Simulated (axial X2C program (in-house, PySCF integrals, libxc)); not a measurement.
## BrLi⁺: relativistic diatomic calculation

BrLi⁺. The reference is closed-shell BrLi²⁺; the roots are the vertical energy changes on adding an electron to it, which gives states of BrLi⁺. The distance is the PBE0 minimum at charge 1. Computed at this level: EOM-EA-CCSD, two-component X2C with atomic mean-field Coulomb and Gaunt terms, Br dyall-acv3z, Li dyall-acv3z (cores contracted) (axial X2C program (in-house, PySCF integrals, libxc)).

### Input
```
{"zs": [35, 3], "q": 1, "bas": ["dyall-acv3z", "dyall-acv3z"], "r0": 2.47, "eom": "ea", "thr": -2.0, "nmax": 92, "grid": [1, 0.96, 1.045, 0.92, 1.09, 1.15]}
```

The line is the task of a batch: nuclear charges, charge, bases, a first guess of the distance and further settings. This report covers the levels named above. The log is that of the reference distance 2.517 Å.

Hardware: 1 thread of Arm Neoverse V1, 24 GiB of memory available, shared host.

Launched within a batch (the task file carries these settings):
```bash
python <driver script> task.json out
```

### Output
```
two-component X2C + atomic mean field  HF
basis functions 169  fitting functions 836  grid points 5084
iter        total energy     max residual
   1      -2610.194959842     2.39e-01
   2      -2610.208541320     6.82e-03
   3      -2610.208732099     3.27e-03
   4      -2610.208753983     1.02e-03
   5      -2610.208755228     4.89e-05
   6      -2610.208755253     1.15e-05
   7      -2610.208755255     2.02e-06
   8      -2610.208755256     5.51e-07
converged
one-electron -3651.32379940  Coulomb 1112.50272781  exact exchange -92.46991106  xc functional 0.00000000  nuclear repulsion 22.07533061  atomic mean-field constant -0.99310321
correlated 6  virtual 238  natural virtual 92  E(MP2) -0.124962326  MP2 remainder -0.004383395
iter   CCSD correlation   residual
   1     -0.140462927   1.40e-01
   2     -0.152305433   1.01e-01
   3     -0.159457779   7.06e-02
   4     -0.162191599   3.45e-02
   5     -0.162990313   1.77e-02
   6     -0.163646986   1.22e-02
   7     -0.163808035   6.27e-03
   8     -0.163836710   2.71e-03
   9     -0.163848294   2.10e-03
  10     -0.163851071   1.58e-03
  11     -0.163847630   6.74e-04
  12     -0.163850900   2.37e-04
  13     -0.163856789   1.21e-04
  14     -0.163861498   6.43e-05
  15     -0.163865139   4.04e-05
  16     -0.163866521   2.55e-05
  17     -0.163867328   1.69e-05
  18     -0.163867734   9.99e-06
  19     -0.163867866   5.84e-06
  20     -0.163867881   4.45e-06
(T) -0.011233237354455004  T1 0.0088  D1 0.0127  max T2 0.327
EOM-EA-CCSD roots
2*Omega      energy/Eh   energy/eV  one-particle weight
    1      -0.54735059    -14.8942      0.001
    1      -0.51008653    -13.8802      0.001
    1      -0.34544489     -9.4000      0.978
    1      -0.30074731     -8.1838      0.943
    1      -0.29169462     -7.9374      0.034
    3      -0.64404629    -17.5254      0.946
    3      -0.29748701     -8.0950      0.297
    3      -0.29625879     -8.0616      0.771
    3      -0.27947455     -7.6049      0.119
    5      -0.29089090     -7.9155      0.000
    5      -0.25044618     -6.8150      0.004
    7      -0.24274580     -6.6054      0.000
```

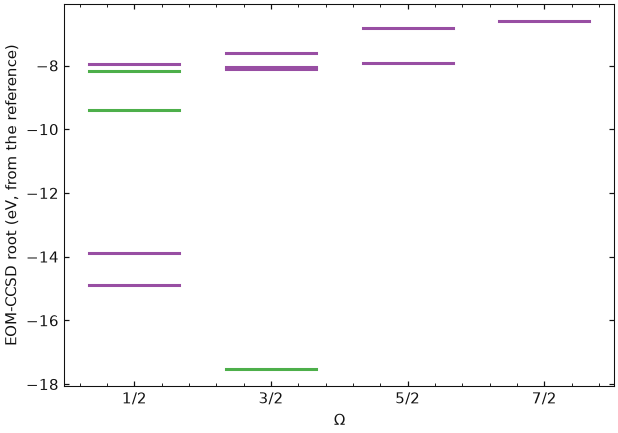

Figure 1. EOM-CCSD roots by Ω at 2.52 Å; roots whose one-particle weight is under 0.8 have the second colour. The lowest has Ω = 3/2 and lies at −17.525 eV, with one-particle weight 0.95. 9 of the 12 roots are less well described at this level.

### Results in brief

```
                                                                                                            quantity                value
                                                                                                             outcome            converged
                                                                                   HF energy of the reference BrLi²⁺  −2610.20876 hartree
                                                                                  MP2 energy of the reference BrLi²⁺  −2610.33372 hartree
CCSD energy of the reference BrLi²⁺ (with the MP2 share of the virtual spinors left out of the coupled-cluster step)  −2610.37701 hartree
                                                                              CCSD(T) energy of the reference BrLi²⁺  −2610.38824 hartree
                                            T1 diagnostic (spinor form; for a closed shell √2 times the usual value)                0.009
                                                                                                           wall time                6.8 s
                                                                                                         peak memory             0.54 GiB
```
